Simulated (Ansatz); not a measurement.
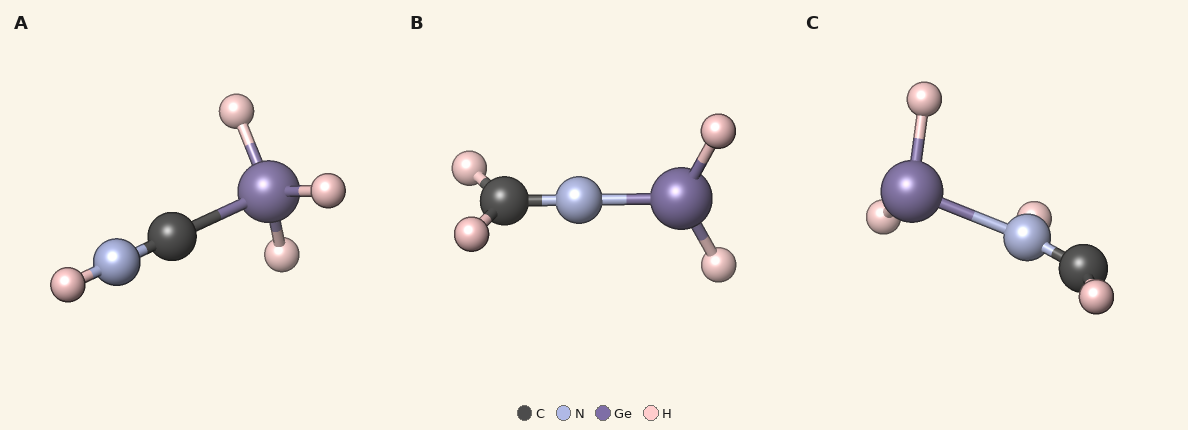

3 stationary structures of one formula. Charge +1, singlet. Geometries: PBE-D4/def2-SVP. Electronic energies: PBE-D4/def2-SVP (Ansatz 0.2.0), without zero-point energy. No frequency run is at hand to confirm each as a minimum. Each is one conformer, not always the lowest.

Rank them by energy, lowest first.

Answer. A is lowest (C3v); B lies 15.0 kJ/mol above it (C2v), C lies 241.1 kJ/mol above it (C1).
